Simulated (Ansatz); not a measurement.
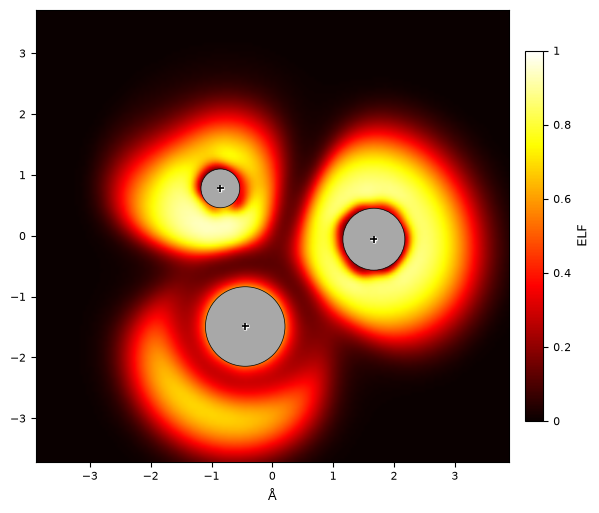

The electron localisation function on a plane through atoms (crosses mark nuclei in the plane; grey discs cover the cores).

All numbers below come from isolated molecule in a Gaussian basis; Kohn-Sham density functional theory, functional PBE0 (Ansatz).

Candidates:
A. ClH2NSn (SMILES [NH2][Sn][Cl]) (triplet)
B. F2H3Si3 (charge +1)
C. CBF2Si (SMILES FB(F)C#[Si]) (doublet)

**Which candidate gave the map?**

Candidate A: ClH2NSn on the plane of atoms Cl1, Sn3 and N2, which holds Cl, N and Sn. Sn–N (2.31 Å): the ELF peaks at about 0.95 in the valence shell of N, 0.6 Å from its nucleus, and drops to about 0.15 between the two atoms. Sn–Cl (2.56 Å): the ELF peaks at about 0.85 in the valence shell of Cl, 0.8 Å from its nucleus, and drops to about 0.15 between the two atoms.
